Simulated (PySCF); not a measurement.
C10H8OS, SMILES c1cc(oc1)-c1sc(cc1)C=C, singlet at its GFN2-xTB optimised geometry (Å):

```
20

C      3.8559     1.3636     0.0001
C      3.3652     0.1271     0.0001
C      1.9684    -0.2059     0.0000
C      1.4160    -1.4626     0.0000
C      0.0152    -1.4626     0.0000
C     -0.5197    -0.1985     0.0000
C     -1.9006     0.1757     0.0000
C     -2.4979     1.4141     0.0000
C     -3.8891     1.1797     0.0000
C     -4.0421    -0.1736     0.0000
O     -2.8495    -0.7907     0.0000
S      0.7226     1.0122     0.0000
H      3.2060     2.2230    -0.0001
H      4.9144     1.5531     0.0000
H      4.0310    -0.7269     0.0000
H      2.0105    -2.3594     0.0000
H     -0.5930    -2.3492     0.0000
H     -1.9949     2.3594     0.0000
H     -4.6668     1.9155     0.0000
H     -4.9144    -0.7965     0.0000
```

Computed with B3LYP/def2-SVP in PySCF 2.14.0.

Map of the HOMO−1 amplitude (bohr^(-3/2)) on the plane z = 1.0 Å; orbital energy -6.92 eV, overall sign arbitrary:

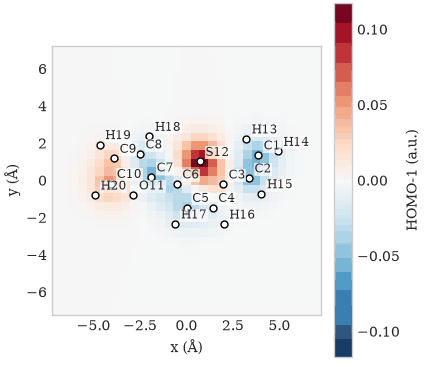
Fig. 1. HOMO−1 amplitude (bohr^(-3/2)) on the plane z = 1.0 Å.
